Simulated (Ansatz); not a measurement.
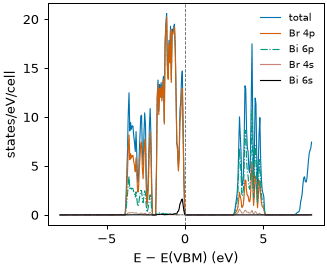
Total and projected density of states of BiBr3 in space group C2/m (No. 12; Bi on 4g, Br on 8j, Br on 4i), r²SCAN+D4 in the plane-wave PAW code Ansatz

Q: Which orbitals carry the states next to the gap?

A: Top 1 eV of the valence band: Br 4p 95 %. Bottom 1 eV of the conduction band: Bi 6p 65 %, Br 4p 26 %. Projections are on Löwdin-orthogonalised atomic valence shells; empty p or d shells of many metals are not among them.

Q: Where is the tallest occupied peak in this window, and what makes it?

A: Near -1.2 eV, about 21 states/eV per cell; the largest projected share is Br 4p.

The workflow started from a Materials Project entry (that database holds measured and hypothetical structures alike); the Crystallography Open Database files this formula in space group No. 12, but the cells were not matched. Its standing as an ambient phase is unchecked. The r²SCAN+D4 relaxation kept the symmetry of its start; its stability against distortions is not shown here. Scalar-relativistic: spin–orbit coupling is off unless named, which matters more the heavier the elements.

Potentials: the later of the program's two PAW sets.
